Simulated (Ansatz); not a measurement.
**doublet InNH3Cl+: levels of theory compared**

Aim: a comparison of 6 runs (UHF/3-21G, U-wB97X/def2-SVPD, UB3LYP/def2-SVPD, UBLYP/def2-SVPD, UPBE/def2-SVPD, UPBE0/def2-SVPD) of doublet InNH3Cl+. 

The calculation is run with Ansatz 0.2.0.

22 further runs of the same task are left out: 22 set aside as unsound or not needed.

**1. The structure to begin with**

InNH3Cl+ has 6 atoms, charge +1, and is taken as a doublet. SMILES of the parent species: `[NH2][InH][Cl]`. The shape is that of a PBE0-D4/def2-TZVP optimisation. That shape belongs to the parent species and isn't relaxed for this state.

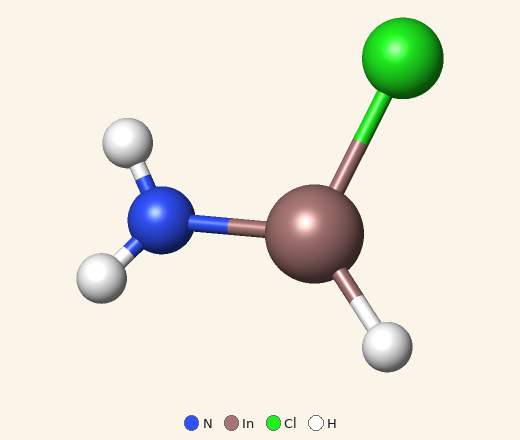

Viewed from a chosen angle; nitrogen blue, indium brown, chlorine green, hydrogen white.

**2. A single-point energy at UHF/3-21G (run 1)**

run.yaml reads:

```yaml
crystal:
  periodic: [false, false, false]
  atoms:
    - {symbol: "N", position_ang: [-1.020800, 0.188100, -0.504100]}
    - {symbol: In, position_ang: [0.792100, 0.148600, 0.327900]}
    - {symbol: Cl, position_ang: [0.990800, -1.771000, 1.649200]}
    - {symbol: H, position_ang: [-1.219400, 0.761400, -1.308200]}
    - {symbol: H, position_ang: [-1.558200, -0.664500, -0.526800]}
    - {symbol: H, position_ang: [2.057500, 1.273400, 0.315800]}
basis:
  gaussian:
    orbitals: 3-21G-spherical.json
total_charge: 1
magnetization:
  spin_polarized: true
  initial_magnetization: 1
hamiltonian:
  xc: hf
accuracy: high
output: {orbitals: {seedname: orbitals}}
```

The basis set 3-21G is read from a file made from the Basis Set Exchange's data (not shown).

On the command line:

```sh
$ ansatz run run.yaml --threads 1 --pin off --max-ram 3480MiB --events-out events.jsonl --progress --plain --runs-dir runs
```

Standard output:

```text
Warning: RAYON_NUM_THREADS=1 ignored (pool sized by the plan → 1); use --threads N
Functional definition: HF
  name "HF"
  exchange = exact_x
  correlation = 0
1259 factors; integrals over basis functions are off by at most 9.7e-9 eV
mean field evaluation 1: about -169454.3144 eV, gradient 3.5e1 eV
mean field evaluation 2: about -169454.4387 eV, gradient 3.5e1 eV
mean field evaluation 4: about -169462.2755 eV, gradient 5.7e0 eV
mean field evaluation 8: about -169464.0054 eV, gradient 1.7e0 eV
mean field evaluation 16: about -169464.0879 eV, gradient 6.3e-7 eV
mean field evaluation 32: about -169461.5611 eV, gradient 3.2e0 eV
mean field evaluation 64: about -169453.9125 eV, gradient 1.7e1 eV
mean field evaluation 96: about -169460.4446 eV, gradient 9.0e0 eV
mean field evaluation 128: about -169458.4747 eV, gradient 3.1e0 eV
mean field evaluation 160: about -169458.5873 eV, gradient 7.0e0 eV
mean field evaluation 192: about -169463.9327 eV, gradient 4.6e-1 eV
mean field -169464.08787424 eV, -6227.6903624941 hartree, gradient 7.1e-8 eV, S^2 0.757681; 0 other end points of the search recorded, 0 dependent functions left out
reference -169464.08787424 eV, -6227.6903624941 hartree; 38, 37 occupied and 21, 22 virtual orbitals, 1259 factors
Total energy: -169464.08787424 eV, -6227.6903624941 hartree
```

It took 6.9 s on 1 thread of Intel Xeon Platinum 8259CL at 2.50GHz (Skylake/Cascade Lake), shared host; peak memory 0.3 GiB.

**3. A single-point energy at U-wB97X/def2-SVPD (core potential) (run 2)**

in.yaml reads:

```yaml
crystal:
  periodic: [false, false, false]
  atoms:
    - symbol: N
      position_ang: [-1.020800, 0.188100, -0.504100]
    - symbol: In
      position_ang: [0.792100, 0.148600, 0.327900]
    - symbol: Cl
      position_ang: [0.990800, -1.771000, 1.649200]
    - symbol: H
      position_ang: [-1.219400, 0.761400, -1.308200]
    - symbol: H
      position_ang: [-1.558200, -0.664500, -0.526800]
    - symbol: H
      position_ang: [2.057500, 1.273400, 0.315800]
basis:
  gaussian:
    orbitals: def2-SVPD
total_charge: 1
magnetization:
  spin_polarized: true
  initial_magnetization: 1
hamiltonian:
  xc: {name: wB97X}
accuracy: high
output:
  orbitals: {seedname: orbitals}
```

On the command line:

```sh
$ ansatz run in.yaml --threads 1 --pin off --max-ram 3480MiB --events-out events.jsonl --progress --plain --runs-dir runs
```

Standard output, cut to the lines that bear on the results:

```text
Warning: RAYON_NUM_THREADS=1 ignored (pool sized by the plan → 1); use --threads N
Functional definition: wB97X
  name "wB97X"
[...]
      + exact_x_lr(omega)
[...]
      + integral(e_c_pw_opposite_spin*poly(b97_u_opposite, 1, cos1, cos2, cos3, cos4))
2196 factors; integrals over basis functions are off by at most 3.8e-9 eV
544 factors; integrals over basis functions are off by at most 1.4e-9 eV
[...]
mean field -19222.68211926 eV, -706.4205382809 hartree, gradient 6.7e-8 eV, S^2 0.755218; 2 other end points of the search recorded, 0 dependent functions left out
reference -19222.68211489 eV, -706.4205381201 hartree; 24, 23 occupied and 79, 80 virtual orbitals, 2196 factors
Total energy: -19222.68211489 eV, -706.4205381201 hartree
```

Run time: 65 s. Hardware: 1 thread of Intel Xeon Platinum 8259CL at 2.50GHz (Skylake/Cascade Lake), shared host; peak memory 1.1 GiB.

Run 3 isn't shown in full; the table further down has it.

**4. A single-point energy at UBLYP/def2-SVPD (core potential) (run 4)**

job.yaml reads:

```yaml
basis:
  gaussian:
    orbitals: def2-SVPD
crystal:
  periodic: [false, false, false]
  atoms:
    - {symbol: N, position_ang: [-1.020800, 0.188100, -0.504100]}
    - {symbol: In, position_ang: [0.792100, 0.148600, 0.327900]}
    - {symbol: Cl, position_ang: [0.990800, -1.771000, 1.649200]}
    - {symbol: H, position_ang: [-1.219400, 0.761400, -1.308200]}
    - {symbol: H, position_ang: [-1.558200, -0.664500, -0.526800]}
    - {symbol: H, position_ang: [2.057500, 1.273400, 0.315800]}
total_charge: 1
magnetization:
  spin_polarized: true
  initial_magnetization: 1
hamiltonian:
  xc: {name: BLYP}
accuracy: high
output:
  orbitals: {seedname: orbitals}
```

On the command line:

```sh
$ ansatz run job.yaml --threads 1 --pin off --max-ram 3480MiB --events-out events.jsonl --progress --plain --runs-dir runs
```

Standard output:

```text
Warning: RAYON_NUM_THREADS=1 ignored (pool sized by the plan → 1); use --threads N
Functional definition: BLYP
  name "BLYP"
  parameter beta = 0.0042
  parameter a = 0.04918
  parameter b = 0.132
  parameter c = 0.2533
  parameter d = 0.349
  exchange = b88_x(beta = beta)
  correlation = lyp_c(a = a, b = b, c = c, d = d)
2196 factors; integrals over basis functions are off by at most 3.8e-9 eV
mean field evaluation 1: about -19195.3430 eV, gradient 7.1e1 eV
mean field evaluation 2: about -19039.6533 eV, gradient 1.3e2 eV
mean field evaluation 4: about -19206.0080 eV, gradient 4.8e1 eV
mean field evaluation 8: about -19220.1428 eV, gradient 7.4e0 eV
mean field evaluation 16: about -19220.5553 eV, gradient 9.9e-2 eV
mean field evaluation 32: about -19220.4702 eV, gradient 9.5e-1 eV
mean field -19220.55588622 eV, -706.3424006581 hartree, gradient 3.3e-8 eV, S^2 0.755382; 5 other end points of the search recorded, 0 dependent functions left out
reference -19220.55594014 eV, -706.3424026395 hartree; 24, 23 occupied and 79, 80 virtual orbitals, 2196 factors
Total energy: -19220.55594014 eV, -706.3424026395 hartree
```

Wall time 23 s (1 thread of Intel Xeon Platinum 8259CL at 2.50GHz (Skylake/Cascade Lake), shared host); peak memory 0.39 GiB.

Run 5 isn't shown in full; the table further down has it.

**5. A single-point energy at UPBE0/def2-SVPD (core potential) (run 6)**

molecule.yaml reads:

```yaml
crystal:
  periodic: [false, false, false]
  atoms:
    - {symbol: N, position_ang: [-1.020800, 0.188100, -0.504100]}
    - {symbol: In, position_ang: [0.792100, 0.148600, 0.327900]}
    - {symbol: Cl, position_ang: [0.990800, -1.771000, 1.649200]}
    - {symbol: H, position_ang: [-1.219400, 0.761400, -1.308200]}
    - {symbol: H, position_ang: [-1.558200, -0.664500, -0.526800]}
    - {symbol: H, position_ang: [2.057500, 1.273400, 0.315800]}
basis:
  gaussian:
    orbitals: def2-SVPD
total_charge: 1
magnetization:
  spin_polarized: true
  initial_magnetization: 1
hamiltonian:
  xc: pbe0
accuracy: high
output:
  orbitals: {seedname: orbitals}
```

On the command line:

```sh
$ ansatz run molecule.yaml --threads 1 --pin off --max-ram 3480MiB --events-out events.jsonl --progress --plain --runs-dir runs
```

Standard output:

```text
Warning: RAYON_NUM_THREADS=1 ignored (pool sized by the plan → 1); use --threads N
Functional definition: PBE0
  name "PBE0"
  parameter a = 0.25
  parameter kappa = 0.804
  parameter beta = 0.06672455060314922
  exchange = (1 - a)*pbe_x(kappa = kappa, mu = beta*pi^2/3) + a*exact_x
  correlation = pbe_c(beta = beta)
2196 factors; integrals over basis functions are off by at most 3.8e-9 eV
mean field evaluation 1: about -19198.1297 eV, gradient 5.9e1 eV
mean field evaluation 2: about -19130.6252 eV, gradient 1.0e2 eV
mean field evaluation 4: about -19210.7921 eV, gradient 3.0e1 eV
mean field evaluation 8: about -19216.2532 eV, gradient 4.6e-1 eV
mean field evaluation 16: about -19216.3226 eV, gradient 1.1e-2 eV
mean field evaluation 32: about -19216.3226 eV, gradient 3.1e-6 eV
mean field -19216.32259374 eV, -706.1868300288 hartree, gradient 8.0e-8 eV, S^2 0.759687; 4 other end points of the search recorded, 0 dependent functions left out
reference -19216.32259752 eV, -706.1868301676 hartree; 24, 23 occupied and 79, 80 virtual orbitals, 2196 factors
Total energy: -19216.32259752 eV, -706.1868301676 hartree
```

Run time: 29 s. Hardware: 1 thread of Intel Xeon Platinum 8259CL at 2.50GHz (Skylake/Cascade Lake), shared host; peak memory 0.53 GiB.

**6. All runs side by side**

```tsv
run	level	core potential	energy (Eh)	HOMO energy (eV)	LUMO energy (eV)	⟨S²⟩	wall time
1	UHF/3-21G	none	-6227.690362	-16.24	-6.50	0.758	6.9 s
2	U-wB97X/def2-SVPD (core potential)	def2-SVPD	-706.420538	-15.66	-9.77	0.755	65 s
3	UB3LYP/def2-SVPD (core potential)	def2-SVPD	-706.485507	-13.49	-12.07	0.761	32 s
4	UBLYP/def2-SVPD (core potential)	def2-SVPD	-706.342403	-12.68	-12.46	0.755	23 s
5	UPBE/def2-SVPD (core potential)	def2-SVPD	-706.151869	-12.81	-12.59	0.755	22 s
6	UPBE0/def2-SVPD (core potential)	def2-SVPD	-706.186830	-13.57	-11.78	0.760	29 s
```

**7. What came out**

| quantity | value |
| --- | --- |
| run 6: total energy | -706.18683 Eh |
| run 6: HOMO energy (highest over α and β) | -13.57 eV |
| run 6: LUMO energy (lowest over α and β) | -11.78 eV |
| run 6: ⟨S²⟩ | 0.760 |

What this shows: Totals of different functionals can't be ranked against each other. Some runs of one species differ in core potentials or relativity; totals across that change don't compare. In run 1 relativity is left out where basis or elements ask for it. All runs together took 2.9 min, the longest 65 s.
